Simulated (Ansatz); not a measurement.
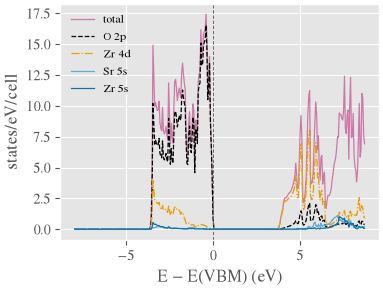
Total and projected density of states of SrZrO₃ in space group R3c (No. 161; Sr on 6a, Zr on 6a, O on 18b), plane-wave PAW PBE (Ansatz code)

Question: Which orbitals carry the states next to the gap?

Answer: Top 1 eV of the valence band: O 2p 94 %. Bottom 1 eV of the conduction band: Zr 4d 86 %, O 2p 8 %. Projections are on Löwdin-orthogonalised atomic valence shells; empty p or d shells of many metals are not among them.

Question: Where is the tallest occupied peak in this window, and what makes it?

Answer: Near -0.4 eV, about 17 states/eV per cell; the largest projected share is O 2p.

The start of the workflow was typed in or built on a structure type; neither database checked (COD, Materials Project) lists it. COD files the formula under space group No. 62, 63, 221, so this cell is another polymorph or a model. Its standing as an ambient phase is unchecked. Symmetry was held in the PBE relaxation; whether a distortion lowers the energy is not shown. No spin polarisation was allowed. Spin–orbit coupling is left out wherever it is not named.

Potentials: the earlier of the program's two PAW sets.
